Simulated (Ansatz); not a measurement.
GaH2BrCl2: several calculations on one system

**1. Relaxation**

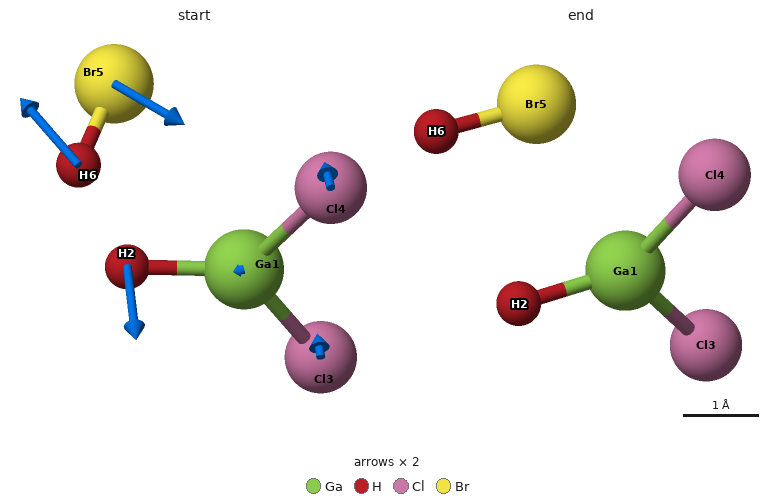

The structure of GaH2BrCl2 before (left) and after (right) a relaxation, at one scale. The blue arrows give the displacements, 2 times their true length.

The picture is a ball-and-stick view, seen from a free direction.

The run prepares an end point of a later path (reaction) calculation, from a guessed geometry.

Method: RKS B3LYP/def2-SVP in Ansatz.

Input
```yaml
crystal:
  periodic: [false, false, false]
  atoms:
    - { symbol: Ga, position_ang: [-0.005684, 0.244945, -0.093365] }
    - { symbol: H, position_ang: [-0.001172, 0.178398, 1.470795] }
    - { symbol: Cl, position_ang: [1.839089, 0.332577, -1.195704] }
    - { symbol: Cl, position_ang: [-1.859798, 0.30138, -1.184258] }
    - { symbol: Br, position_ang: [0.115257, -3.001519, 1.503613] }
    - { symbol: H, position_ang: [0.068509, -1.599481, 2.044918] }
basis:
  gaussian: { orbitals: def2-SVP }
hamiltonian:
  xc: b3lyp
relax:
  f_tol: 0.03
  max_steps: 50
output:
  orbitals: {}
```

Launched with:
```bash
ansatz run input.yaml --threads 2 --pin off --max-ram 3072MiB --backend cpu --events-out ev --progress --plain --runs-dir out
```

Describe what moved and what it gained.

Over 9 accepted moves (11 points after the start) the energy falls by 0.212 eV. Largest force component: 1.4 eV/Å at the start, 0.018 eV/Å at the end. The line search rejected the trial steps at points 4, 9 of the run. The largest move after the best rigid fit is that of H6, 0.69 Å. Largest moves by element: H 0.69 Å, Br 0.60 Å, Cl 0.25 Å, Ga 0.08 Å. Some distances before and after: Ga1–Br5 3.620 → 3.069 Å, Br5–H6 1.504 → 1.431 Å, Ga1–Cl3 2.151 → 2.162 Å, Ga1–H2 1.566 → 1.554 Å. Among the angles between lasting bonds that change: Cl3–Ga1–Cl4 118.6° → 115.2°. The run took 54 s on 2 threads of Arm Neoverse V1 (shared host), peak memory 0.29 GiB.

**2. Relaxation**

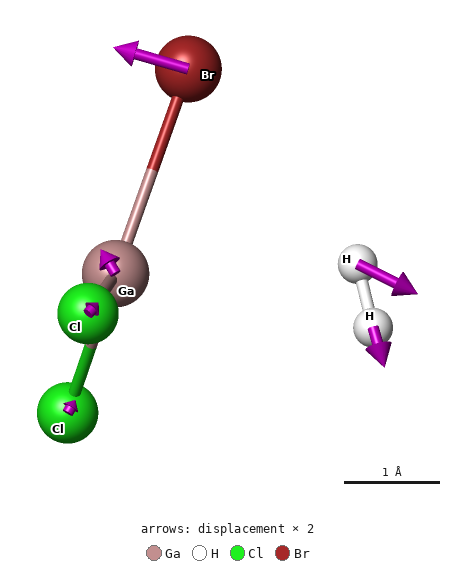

A relaxation of GaH₂BrCl₂. The starting structure is drawn; purple arrows show the displacements, 2 times their true length. The two geometries are superimposed by the best rigid fit.

A ball-and-stick model, seen from a free direction.

The run prepares an end point of a later path (reaction) calculation, from a guessed geometry.

Level of theory: RKS B3LYP/def2-SVP (Ansatz).

The input:
```yaml
crystal:
  periodic: [false, false, false]
  atoms:
    - { symbol: Ga, position_ang: [0.028838, -0.712942, -0.440704] }
    - { symbol: H, position_ang: [0.018942, 0.150842, 2.191256] }
    - { symbol: Cl, position_ang: [1.86256, 0.25678, -0.963371] }
    - { symbol: Cl, position_ang: [-1.845298, 0.188871, -0.943891] }
    - { symbol: Br, position_ang: [0.07722, -2.862296, 0.58904] }
    - { symbol: H, position_ang: [0.013938, -0.564954, 2.11367] }
basis:
  gaussian: { orbitals: def2-SVP }
hamiltonian:
  xc: b3lyp
relax:
  f_tol: 0.03
  max_steps: 50
```

Command:
```bash
ansatz run input.yaml --threads 2 --pin off --max-ram 3072MiB --backend cpu --events-out ev --progress --plain --runs-dir out
```

Q: What did the optimiser do to the structure, and how much energy did it gain?

A: Over 8 geometry steps the energy falls by 3.47 kcal/mol. The largest force component goes from 1.8 to 0.013 eV/Å. The atom that moves furthest after the best rigid fit is Br5 (0.41 Å). By element the largest moves are Br 0.41 Å, H 0.36 Å, Ga 0.15 Å, Cl 0.09 Å. Near-neighbour distances that change, for instance: Ga1–Br5 2.384 → 2.282 Å, H2–H6 0.720 → 0.762 Å. The run took 43 s on 2 threads of Arm Neoverse V1, with other jobs on the host, peak memory 0.29 GiB.

Limits of the set-up: the start holds two separate molecules, 2.6 Å apart at their closest, whose relative position is a soft coordinate and is computed without a dispersion correction.

**3. Path**

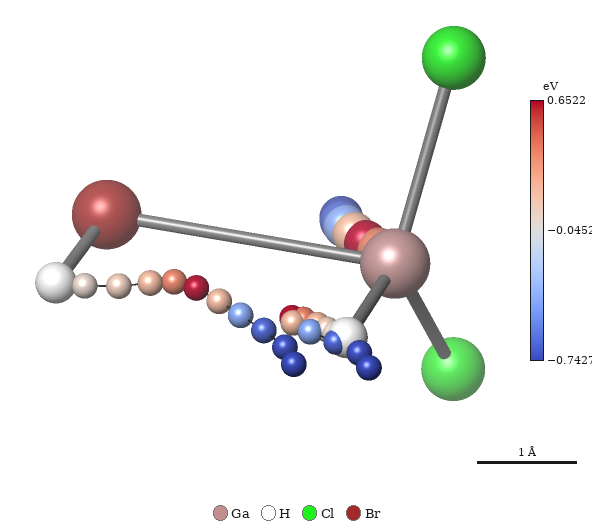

A nudged-elastic-band calculation for GaH₂BrCl₂, made up at the start of GaHCl2 and HBr. Images are numbered from 0 (start) to 10 (end). The start is drawn whole; smaller spheres mark the moving atoms (Ga, H) in the later images, joined by lines and coloured by the energy of the image relative to the start. A ball-and-stick model, seen at a tilt.

All numbers below come from RKS B3LYP/def2-SVP (Ansatz). Settings: 9 movable images; climbing image; force threshold 0.05 eV/Å; iteration limit 32; starting path through a guess of the saddle point.

Q: Describe the path and its energy.

A: Breaking: Br–H (1.43 → 3.45 Å), Ga–H (1.55 → 2.99 Å). Forming: H–H (3.14 → 0.76 Å). The highest point, image 5, lies 0.65 eV above the start and 1.39 eV above the end; the end is at −0.74 eV relative to the start. The band converged in 7 iterations. The largest component of the band force went from 2.8 to 0.016 eV/Å. The climbing image converged on the top of the path. Its vibrational analysis gives one imaginary mode (987i cm⁻¹), as a transition state must have.
